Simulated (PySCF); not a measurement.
```xyz
19

C     0.5589    0.2761    1.4306
C     0.3931    0.1985   -0.0873
C     1.4542   -0.7878   -0.7322
C    -0.8780   -0.2709   -0.5656
C     0.6075    1.6098   -0.7697
Si   -2.3683   -0.9507    0.4244
H     1.5752    0.6100    1.6822
H    -0.1472    0.9920    1.8766
H     0.4072   -0.7071    1.9024
H     1.3875   -0.8177   -1.8281
H     1.3465   -1.8016   -0.3244
H     2.4389   -0.3890   -0.4443
H    -0.9501   -0.3188   -1.6652
H    -0.1252    2.3410   -0.4032
H     0.5627    1.5558   -1.8659
H     1.6150    1.9350   -0.4679
H    -3.5673   -0.8483   -0.4352
H    -2.4493   -0.2704    1.7346
H    -1.8615   -2.3559    0.5383
```

Geometry: B3LYP-D3(BJ)/def2-SVP.

Method: revPBE/pcSseg-1, SCF density, gas phase, non-relativistic (PySCF 2.14.0).

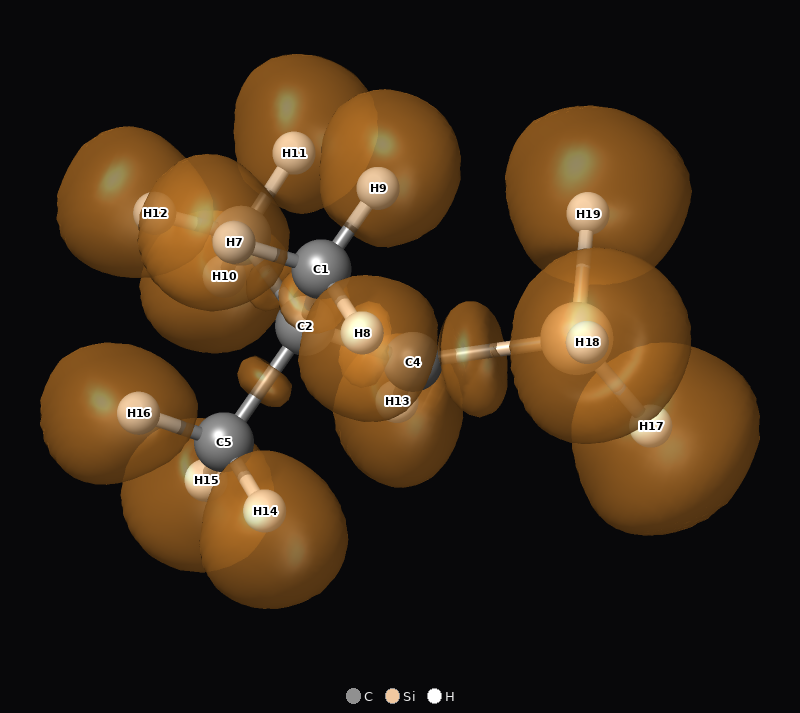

C₅H₁₃Si (SMILES C[C+](C)[C@H](C)[SiH3]) (charge +1). Isosurface of the electron localisation function at 0.85 (orange), seen from one side. Only the valence region is drawn (cores and ρ < 0.01 e/Å³ removed).

Question: Where are the electrons localised?

Answer: The surface consists of four regions between bonded C–C atoms (shared pairs), one region between bonded C–Si atoms (shared pairs) and 13 regions around hydrogen nuclei. Profiles from the grid: C–C (1.44 Å): the ELF peaks at about 0.95 between the atoms: a covalent bond. C–Si (1.91 Å): the ELF peaks at about 1 between the atoms, as expected for a shared electron pair.
